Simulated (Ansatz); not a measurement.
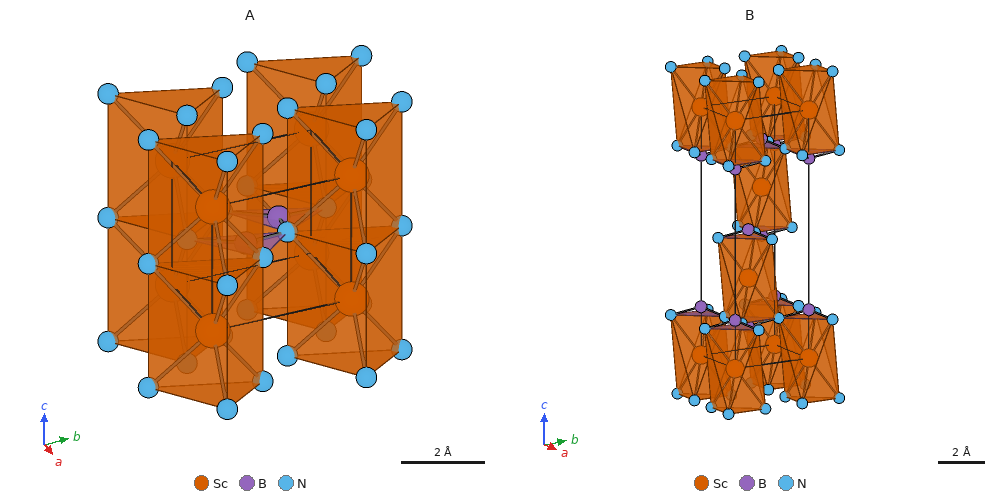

Two structures of ScB$_{2}$N$_{3}$, each relaxed to rest (conventional cells in solid outline, small ones repeated, not to one scale). Method: DFT PBE, scalar-relativistic, plane waves, PAW in Ansatz 0.2.0, without spin polarisation.

### Name structures A and B.

A: 6 atoms a cell on a primitive hexagonal lattice, P-62m. B: 18 atoms a cell on a rhombohedral (trigonal R) lattice, R-3m.

### What is the energy order of the two?

A is lower, by 895 meV/atom at this level of theory (energies at zero smearing). Volumes: A 9.3, B 12.8 Å³/atom.

One or both may be structure types tried for this composition rather than known phases.
